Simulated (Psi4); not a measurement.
# A workflow on BOF (SMILES O=BF)

Wanted: a geometry optimisation (MP2/aug-cc-pVDZ), then vibrational wavenumbers of BOF. The job is set up through an ASE script.

The calculation is run with Psi4 1.11.

**1. The molecule**

BOF has 3 atoms, charge 0, and is taken as a singlet. SMILES: `O=BF`. All atoms were displaced at random from a relaxed shape. The run starts from this shape.

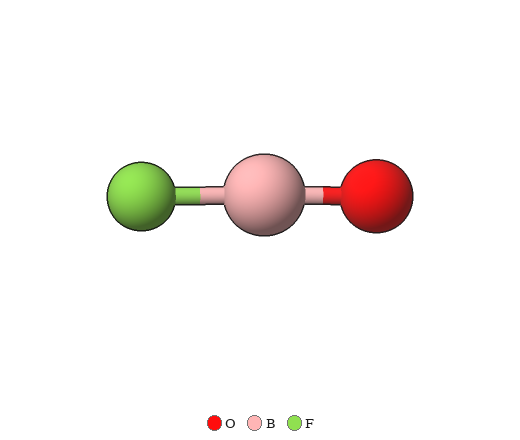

The structure, seen from a chosen angle (oxygen red, boron pink, fluorine green).

**2. A geometry optimisation at MP2/aug-cc-pVDZ (density fitting, density fitting for correlation) (run 1)**

bfo_ase.py reads:

```python
import numpy as np
from ase.calculators.psi4 import Psi4
from ase import Atoms
from ase.optimize import LBFGS

atoms = Atoms(['O', 'B', 'F'], positions=[
    [0.969769, -0.547565, 0.427330],
    [0.024066, 0.014600, -0.012671],
    [-1.029433, 0.609649, -0.479258],
])
calc = Psi4(atoms=atoms, method='mp2', basis='aug-cc-pVDZ', memory='1600MB', num_threads=1, charge=0, multiplicity=1, label='psi4-calc')
calc.psi4.set_options({'freeze_core': True})
atoms.calc = calc

opt = LBFGS(atoms)
done = opt.run(fmax=0.01, steps=60)
print('converged:', done)
for s, p in zip(atoms.symbols, atoms.positions):
    print(f'{s:2s} {p[0]:12.6f} {p[1]:12.6f} {p[2]:12.6f}')
```

Started as:

```console
$ python bfo_ase.py
```

psi4-calc.dat:

```text
[...]
  Running in c1 symmetry.
[...]
  Nuclear repulsion =   50.313664804896518
[...]
  Multiplicity = 1
[...]
  Nalpha       = 11
  Nbeta        = 11
[...]
    Number of basis functions: 69
[...]
   @DF-RHF iter   1:  -198.94878386046764   -1.01198e+00   8.77760e-03 ADIIS/DIIS
[...]
   @DF-RHF iter  14:  -199.09315952194015   -1.70530e-13   1.50474e-11 DIIS
[...]
    Orbital Energies [Eh]
    ---------------------
    Doubly Occupied:
       1A    -26.405116     2A    -20.582312     3A     -7.751034
       4A     -1.704181     5A     -1.340552     6A     -0.849070
       7A     -0.761452     8A     -0.761452     9A     -0.639690
      10A     -0.524142    11A     -0.524142
[...]
  @DF-RHF Final Energy:  -199.09315952194015
   => Energetics <=
    Nuclear Repulsion Energy =             50.3136648048965185
    One-Electron Energy =                -375.1273632423281015
    Two-Electron Energy =                 125.7205389154914315
    Total Energy =                       -199.0931595219401515
[...]
 Multipole Moments:
 ------------------------------------------------------------------------------------
     Multipole            Electronic (a.u.)      Nuclear  (a.u.)        Total (a.u.)
 ------------------------------------------------------------------------------------
 L = 1.  Multiply by 2.5417464519 to convert [e a0] to [Debye]
 Dipole X            :         -1.5872941            0.8275090           -0.7597851
 Dipole Y            :          0.9185585           -0.4789086            0.4396499
 Dipole Z            :         -0.7196262            0.3751903           -0.3444358
 Magnitude           :                                                    0.9429748
[...]
  -Total Gradient:
     Atom            X                  Y                   Z
    ------   -----------------  -----------------  -----------------
       1        0.000021511172    -0.000008925449     0.000007095049
       2       -0.000027710132     0.000009220464    -0.000007419107
       3        0.000006198960    -0.000000295015     0.000000324058
[...]
```

Standard output:

```text
Step     Time          Energy          fmax
LBFGS:    0 hh:mm:ss    -5430.493848        3.955641
LBFGS:    1 hh:mm:ss    -5430.428361        5.933473
LBFGS:    2 hh:mm:ss    -5430.582418        0.661947
LBFGS:    3 hh:mm:ss    -5430.585607        0.168287
LBFGS:    4 hh:mm:ss    -5430.585835        0.066238
LBFGS:    5 hh:mm:ss    -5430.585971        0.063093
LBFGS:    6 hh:mm:ss    -5430.586099        0.053245
LBFGS:    7 hh:mm:ss    -5430.586119        0.018261
LBFGS:    8 hh:mm:ss    -5430.586120        0.001549
converged: True
O      1.001209    -0.560754     0.437803
B      0.011419     0.012054    -0.010952
F     -1.048226     0.625384    -0.491450
```

It took 8.7 s on 1 thread of Intel Xeon Platinum 8488C (Sapphire Rapids), shared host; peak memory 0.24 GiB.

Steps, from the record of the run:

```
step  energy from the first frame kept (eV)  largest force (eV/Å)
   0                                 0.0000                3.9556
   1                                 0.0655                5.9335
   2                                -0.0886                0.6619
   3                                -0.0918                0.1683
   4                                -0.0920                0.0662
   5                                -0.0921                0.0631
   6                                -0.0923                0.0532
   7                                -0.0923                0.0183
   8                                -0.0923                0.0015
```

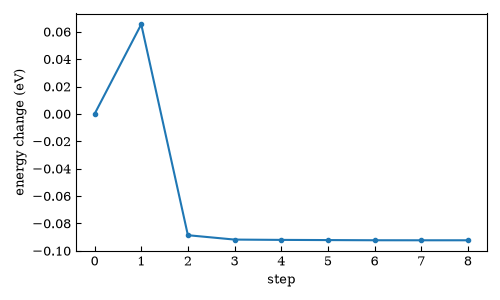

Energy along the run.

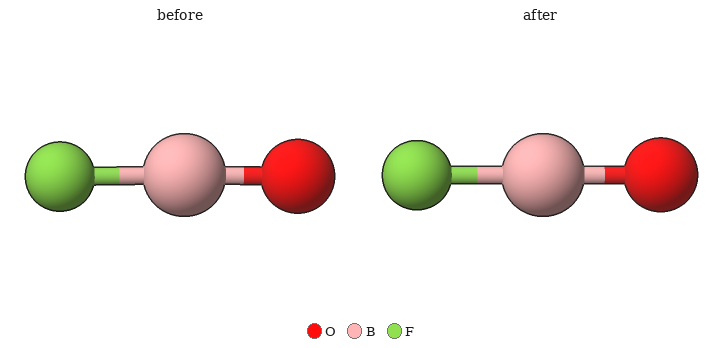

Before and after, at one scale.

After the run. Bond lengths: O1–B2 1.228 Å, B2–F3 1.315 Å. Angles: O1–B2–F3 180.0°.

**3. Vibrational wavenumbers at MP2/aug-cc-pVDZ (density fitting, density fitting for correlation) (run 2)**

bfo.sdf reads:

```

     RDKit          3D

  3  2  0  0  0  0  0  0  0  0999 V2000
    1.0011   -0.5621    0.4388 O   0  0  0  0  0  0  0  0  0  0  0  0
    0.0113    0.0107   -0.0100 B   0  0  0  0  0  0  0  0  0  0  0  0
   -1.0484    0.6241   -0.4905 F   0  0  0  0  0  0  0  0  0  0  0  0
  2  1  2  0
  3  2  1  0
M  END
$$$$
```

run.py reads:

```python
import numpy as np
from ase.calculators.psi4 import Psi4
from ase.io import read
from ase.vibrations import Vibrations

mol = read('bfo.sdf')
calc = Psi4(atoms=mol, method='mp2', basis='aug-cc-pVDZ', memory='1600MB', num_threads=1, charge=0, multiplicity=1, label='psi4-calc')
calc.psi4.set_options({'freeze_core': True})
mol.calc = calc

vib = Vibrations(mol, delta=0.02)
vib.run()
vib.summary()
```

Started as:

```console
$ python run.py
```

psi4-calc.dat:

```text
[...]
  Running in c1 symmetry.
[...]
  Nuclear repulsion =   50.453752921494555
[...]
  Multiplicity = 1
[...]
  Nalpha       = 11
  Nbeta        = 11
[...]
    Number of basis functions: 69
[...]
   @DF-RHF iter   1:  -198.94955860032891   -1.00450e+00   8.76915e-03 DIIS/ADIIS
[...]
   @DF-RHF iter  14:  -199.09353201027722    1.98952e-13   2.79756e-11 DIIS
[...]
    Orbital Energies [Eh]
    ---------------------
    Doubly Occupied:
       1A    -26.406031     2A    -20.581348     3A     -7.749821
       4A     -1.707405     5A     -1.339746     6A     -0.852050
       7A     -0.763654     8A     -0.763654     9A     -0.638914
      10A     -0.523337    11A     -0.523334
[...]
  @DF-RHF Final Energy:  -199.09353201027722
   => Energetics <=
    Nuclear Repulsion Energy =             50.4537529214945550
    One-Electron Energy =                -375.3959819558670006
    Two-Electron Energy =                 125.8486970240952019
    Total Energy =                       -199.0935320102772152
[...]
 Multipole Moments:
 ------------------------------------------------------------------------------------
     Multipole            Electronic (a.u.)      Nuclear  (a.u.)        Total (a.u.)
 ------------------------------------------------------------------------------------
 L = 1.  Multiply by 2.5417464519 to convert [e a0] to [Debye]
 Dipole X            :         -1.5952837            0.8275240           -0.7677597
 Dipole Y            :          0.9231434           -0.4789145            0.4442289
 Dipole Z            :         -0.7302949            0.3719829           -0.3583120
 Magnitude           :                                                    0.9566514
[...]
  -Total Gradient:
     Atom            X                  Y                   Z
    ------   -----------------  -----------------  -----------------
       1       -0.000398002395     0.000235778836     0.000553239430
       2       -0.004653068428     0.002682902693    -0.003433523897
       3        0.005051070823    -0.002918681528     0.002880284467
[...]
```

The script printed:

```text
---------------------
  #    meV     cm^-1
---------------------
  0    2.1i     17.0i
  1    0.9i      7.1i
  2    0.0i      0.1i
  3    0.0       0.0
  4    0.0       0.2
  5   61.4     495.6
  6   61.6     496.6
  7  117.6     948.8
  8  251.6    2029.5
---------------------
Zero-point energy: 0.246 eV
```

Wall time 18 s (1 thread of Intel Xeon Platinum 8488C (Sapphire Rapids), shared host); peak memory 0.28 GiB.

**4. Outcome**

```
                                                           quantity          value
                    run 1, MP2/aug-cc-pVDZ: total energy at the end  -199.57036 Eh
run 1, MP2/aug-cc-pVDZ: correlation energy (3 core orbitals frozen)     -477.2 mEh
```

In words: The optimisation (run 1, MP2/aug-cc-pVDZ) took 8 steps and changed the energy by -0.092 eV.
